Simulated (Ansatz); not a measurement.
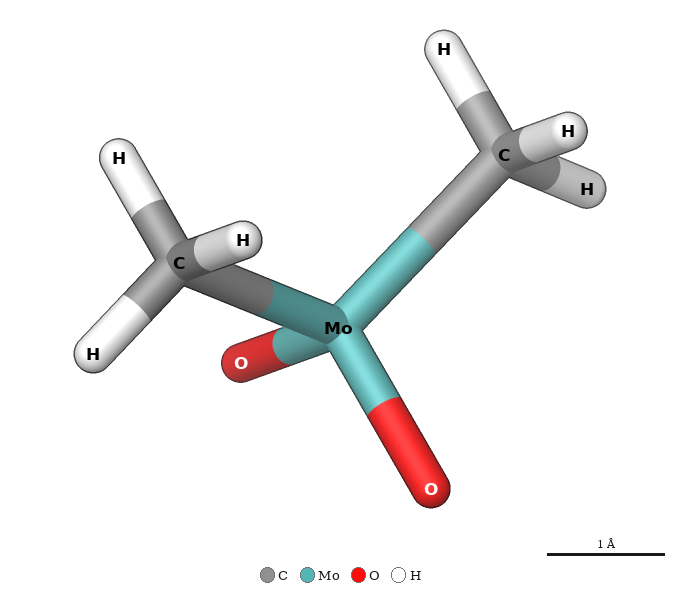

The picture shows a molecular structure as a stick model.

Charge 0, singlet.

What is the molecular formula?

Answer. C2H6MoO2, 11 atoms: 2 carbon, 6 hydrogen, 1 molybdenum and 2 oxygen.

Write the SMILES.

Answer. [CH3][Mo]([CH3])(=[O])=[O]

How many atoms are distinct by symmetry?

Answer. 5: 2 C, 1 Mo, 2 O, 4 H, 2 H.

Count the bonded pairs by element.

Answer. 6 C–H, 2 C–Mo, 2 Mo–O.

The parts below concern this one geometry. Atoms keep their numbers from picture to picture. The geometry was computed by an optimisation with PBE0-D4/def2-TZVP.

Shape

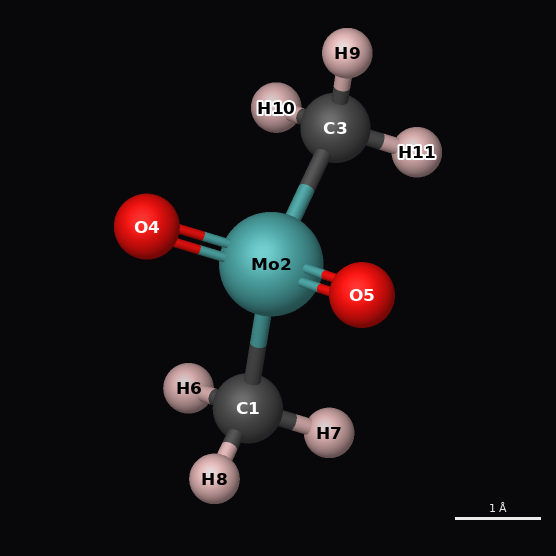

What is the geometry at Mo2?

Answer. Mo2 has 4 neighbours (C1 at 2.10, C3 at 2.10, O4 at 1.67, O5 at 1.67 Å); the arrangement is tetrahedral.

What is the geometry at C1?

Answer. C1 has 4 neighbours (Mo2 at 2.10, H6 at 1.10, H7 at 1.10, H8 at 1.09 Å); the arrangement is tetrahedral.

Dipole moment

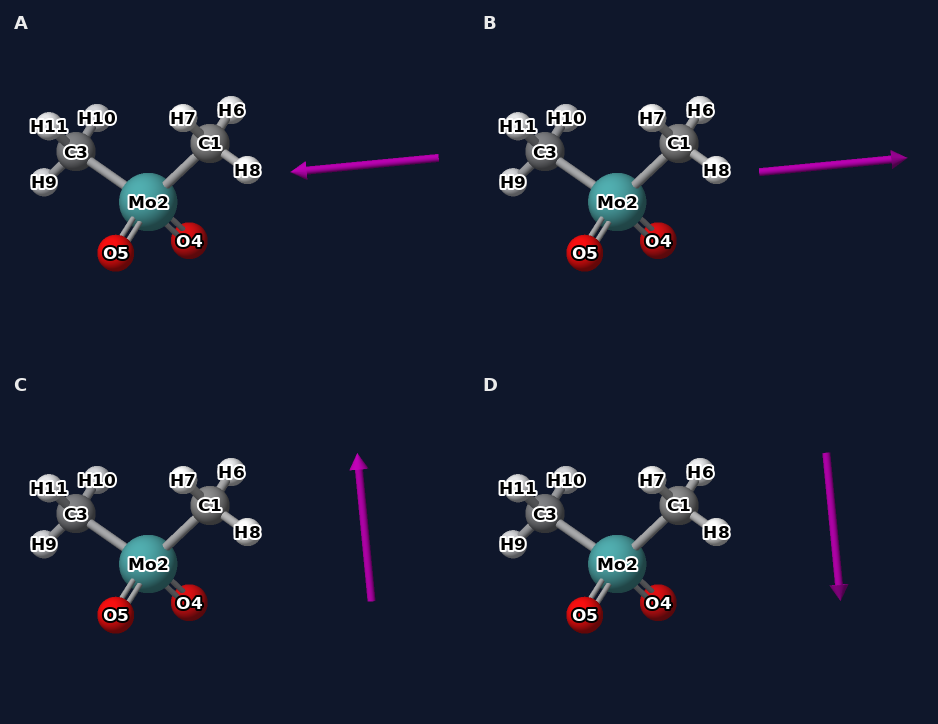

The same molecule four times, each with an arrow. Properties computed with RKS ωB97M-V/def2-TZVPP, core potentials on Mo (Ansatz 0.2.0).

Which arrow points along the dipole moment, from the negative to the positive end?

Answer. C. The dipole moment is 3.40 D; it points from the side of O4, O5 to the side of H6, H7, H10, H11 (the outermost atoms at the two ends).

Vibrations

Harmonic vibrations computed with RKS PBE0-D4/def2-TZVP, core potentials on Mo (Ansatz 0.2.0) at a stationary point of the same level.

How many vibrational modes are there, and where do they lie?

Answer. 27 modes: 79, 92, 154, 187, 211, 243, 348, 515, 563, 613, 622, 656, 665, 1042, 1068, 1193, 1204, 1401, 1409, 1417, 1423, 3029, 3031, 3121, 3123, 3141, 3142 cm⁻¹.

Thermal motion

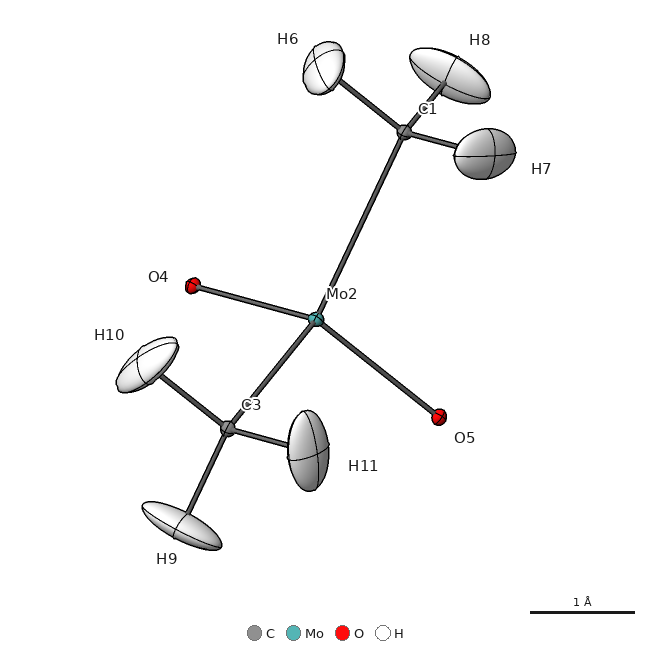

Displacement ellipsoids at the 50 % level, from the internal vibrations of the free molecule (harmonic, no overall translation or rotation; no half-axis is drawn under 0.075 Å). Vibrations computed with RKS PBE0-D4/def2-TZVP, core potentials on Mo (Ansatz 0.2.0). Temperature: 0 K (zero-point motion alone).

List U_eq and the three principal root-mean-square amplitudes for each kind of atom.

```
            atom  U_eq (Å²)   rms amplitudes (Å)
          C1, C3     0.0026  0.046, 0.049, 0.056
             Mo2    0.00020  0.014, 0.014, 0.014
          O4, O5     0.0020  0.033, 0.046, 0.054
H6, H7, H10, H11     0.0361  0.086, 0.160, 0.274
          H8, H9     0.0389  0.088, 0.166, 0.286
```

Charges

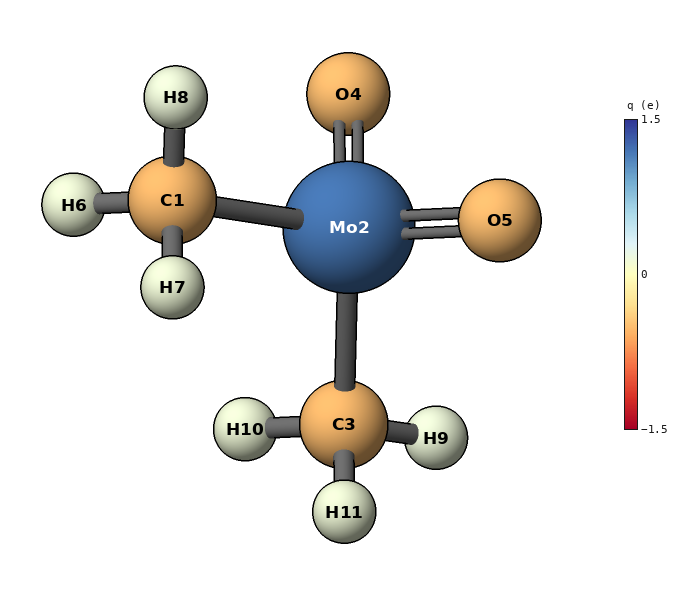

Atoms are coloured by their Mulliken charges. Method: RKS ωB97M-V/def2-TZVPP, core potentials on Mo (Ansatz 0.2.0).

Which atom carries the highest charge (most positive or least negative)?

Answer. Mo2 (1.17 e).

And the lowest?

Answer. C1, C3 (−0.51 e).

Give the Mulliken charges atom by atom.

```json
{"atom": "C1", "value (e)": "−0.51"}
{"atom": "Mo2", "value (e)": "1.17"}
{"atom": "C3", "value (e)": "−0.51"}
{"atom": "O4", "value (e)": "−0.50"}
{"atom": "O5", "value (e)": "−0.50"}
{"atom": "H6", "value (e)": "0.14"}
{"atom": "H7", "value (e)": "0.14"}
{"atom": "H8", "value (e)": "0.15"}
{"atom": "H9", "value (e)": "0.15"}
{"atom": "H10", "value (e)": "0.14"}
{"atom": "H11", "value (e)": "0.14"}
```

Mulliken values depend strongly on the basis set and can even reverse the polarity of a bond.
